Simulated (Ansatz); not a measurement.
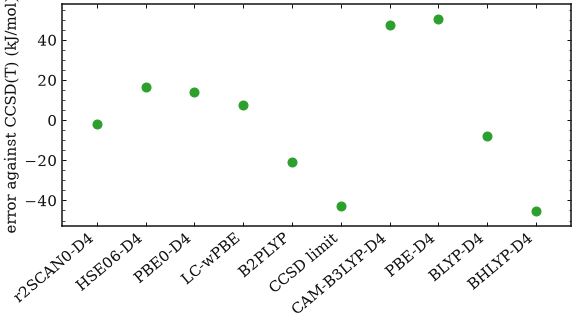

Error in the electronic atomisation energy (method less reference, so positive means overbinding) of CH₇B₂FSi, SMILES BCB[SiH2]F: functionals in def2-TZVPP against frozen-core CCSD(T) at the limit (MP2 extrapolated from triple and quadruple zeta, plus CCSD(T) less MP2 in a smaller set), which gives 4282.3 kJ/mol, at a PBE0-D4/def2-TZVP geometry (a minimum by its frequencies), no zero-point or spin-orbit term, the Ansatz code. The reference leaves out core correlation, a term that grows with the number of heavy atoms. B2PLYP holds a correlation term that converges slowly with the basis, so part of the distance to the limit is basis error. No dispersion term is added to LC-wPBE and B2PLYP. Limit means the basis limit.

What range do the values span?

Answer. From −45.3 kJ/mol (BHLYP-D4) to 50.4 kJ/mol (PBE-D4).

Give the values.

Answer.
```
       level  kJ/mol
  r2SCAN0-D4    −2.0
    HSE06-D4    16.3
     PBE0-D4    14.3
     LC-wPBE     7.3
      B2PLYP   −20.6
  CCSD limit   −42.6
CAM-B3LYP-D4    47.5
      PBE-D4    50.4
     BLYP-D4    −8.0
    BHLYP-D4   −45.3
```

Caveats, for all or some of the runs: one conformer of a flexible molecule.
